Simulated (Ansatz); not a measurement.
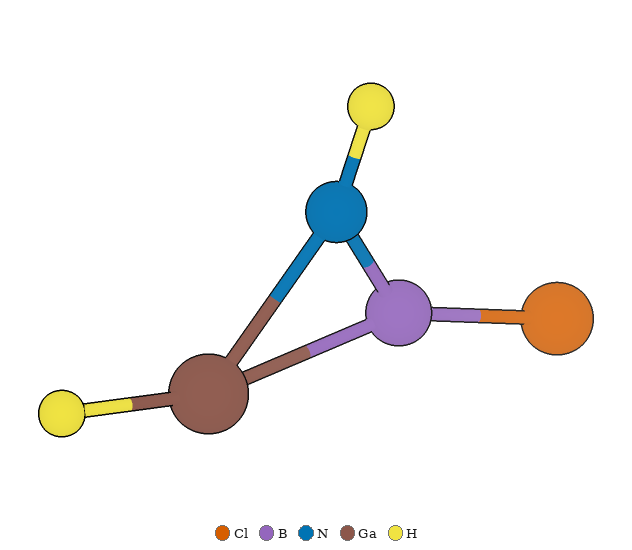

Ball-and-stick drawing of a structure.

Question: What is the molecular formula?

Answer: BClGaH2N, 6 atoms: 1 boron, 1 chlorine, 1 gallium, 2 hydrogen and 1 nitrogen.

Question: How many atoms are distinct by symmetry?

Answer: 6: 1 Cl, 1 B, 1 N, 1 Ga, 1 H, 1 H.

Question: What is its SMILES?

Answer: Cl[B]1[NH][GaH]1

More results for the same structure follow; atom numbers are the same in all pictures, views and colours differ. The geometry was computed by an optimisation with PBE0-D4/def2-TZVP.

## Geometry

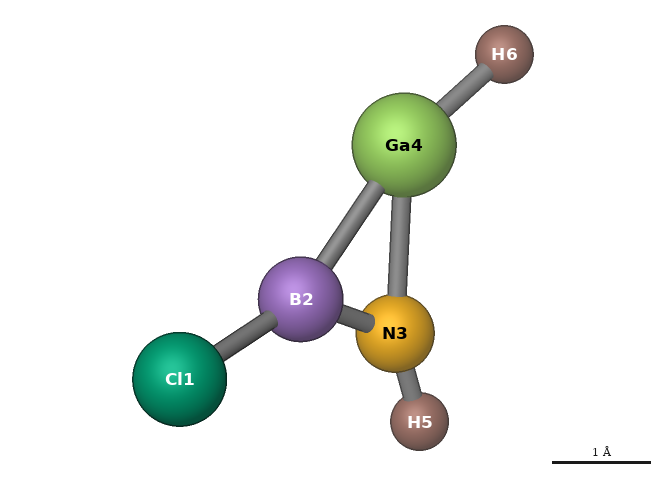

Numbered structure.

Question: Which bond is the longest?

Answer: B2–Ga4, 1.994 Å.

Question: What is the dihedral angle Cl1–B2–N3–Ga4?

Answer: 180° in size, that is anti.

## Electronic properties

Level of theory: RKS B3LYP-D4/def2-TZVPP (Ansatz 0.2.0).

What does the calculation give?

- dipole moment: 1.72 D
- HOMO energy (Kohn–Sham orbital): −6.60 eV
- LUMO energy (Kohn–Sham orbital): −1.64 eV
- HOMO–LUMO gap: 4.95 eV

## Vibrations

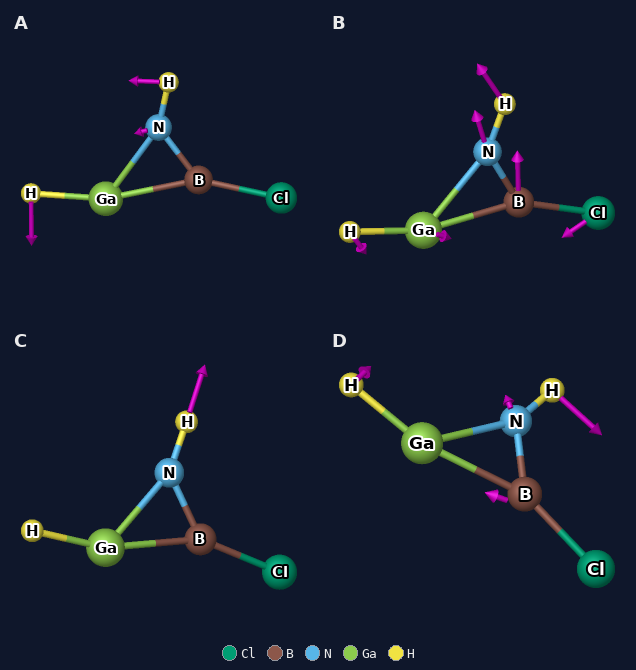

4 normal modes of one molecule or complex, as arrows. Harmonic vibrations computed with RKS PBE0-D4/def2-TZVP (Ansatz 0.2.0) at a stationary point of the same level.

Question: Match the panels to the wavenumbers 201 cm⁻¹, 453 cm⁻¹, 846 cm⁻¹, 3543 cm⁻¹.

Answer: A: 453 cm⁻¹
B: 201 cm⁻¹
C: 3543 cm⁻¹, N–H stretching
D: 846 cm⁻¹

## Thermal motion

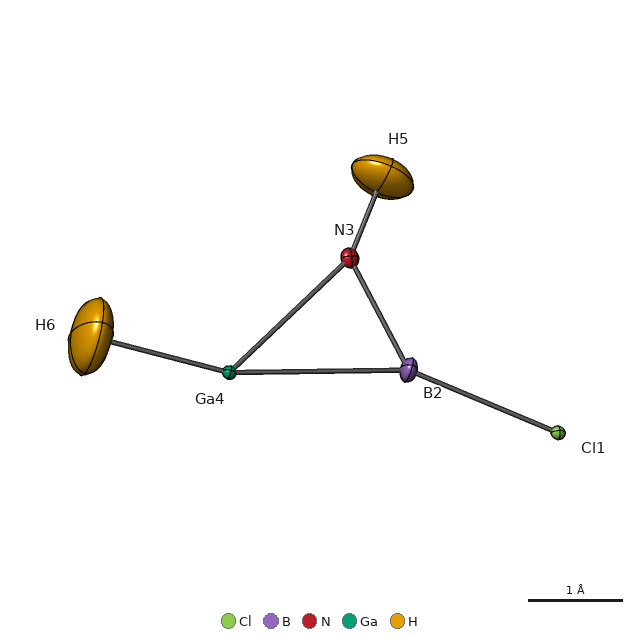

Displacement ellipsoids at the 50 % level, enlarged 1.5 times, from the internal vibrations of the free molecule (harmonic, no overall translation or rotation; no half-axis is drawn under 0.075 Å). Vibrations computed with RKS PBE0-D4/def2-TZVP (Ansatz 0.2.0). Temperature: 100 K.

Question: Which atom moves most?

Answer: H6, with U_eq = 0.0273 Å².

Question: Does H6 move more along its bond or across it?

Answer: Across it: the root-mean-square amplitude is 0.093 Å along the bond and up to 0.201 Å across, since bending and torsion are softer than stretching.

List U_eq and the three principal root-mean-square amplitudes for each kind of atom.

| atom | U_eq (Å²) | rms amplitudes (Å) |
| --- | --- | --- |
| Cl1 | 0.00052 | 0.011, 0.017, 0.034 |
| B2 | 0.0032 | 0.039, 0.058, 0.068 |
| N3 | 0.0015 | 0.018, 0.042, 0.048 |
| Ga4 | 0.00018 | 0.005, 0.011, 0.020 |
| H5 | 0.0179 | 0.082, 0.150, 0.156 |
| H6 | 0.0273 | 0.093, 0.181, 0.201 |

## Charges

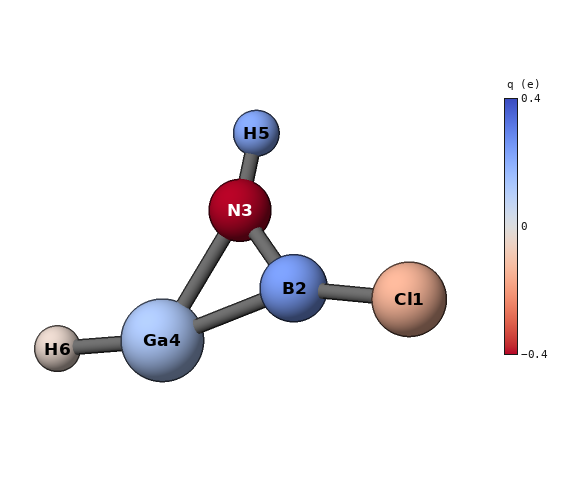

Atoms are coloured by their Mulliken charges. Level of theory: RKS PBE0-D4/def2-TZVP (Ansatz 0.2.0).

List the Mulliken charges.

```tsv
atom	value (e)
Cl1	−0.14
B2	0.24
N3	−0.40
Ga4	0.12
H5	0.22
H6	−0.04
```

Mulliken values depend strongly on the basis set and can even reverse the polarity of a bond.
